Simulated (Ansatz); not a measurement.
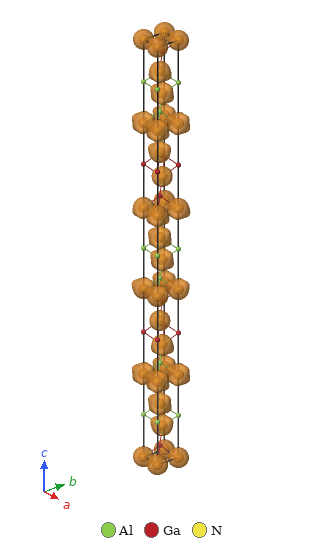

Al3Ga2N5. Isosurface of the electron localisation function at 0.7 (orange), seen slightly off an axis. Core shells and regions of very low density are left out. Sticks mark near contacts.

Space group R-3m; a structure generated by program, which may or may not match a known phase.

Level of theory: DFT PBE, scalar-relativistic, plane waves, PAW in Ansatz.

In a PAW calculation such maps are meaningful between the atoms, not at the nuclei.

Q: Where are the electrons localised?

A: The surface consists of twelve regions on N in which the atom's valence shell and bonds are merged and three regions wrapped around N (the valence shell of each), counted in one cell of 30 atoms. Any copies at cell faces, edges or corners count once.

Values along the shortest contacts:
Al–N (2.05 Å): the ELF peaks at about 0.85 in the valence shell of N, 0.7 Å from its nucleus, and is about 0.80 at the midpoint. Ga–N (2.10 Å): the ELF peaks at about 0.80 in the valence shell of N, 0.7 Å from its nucleus, and is about 0.35 at the midpoint.
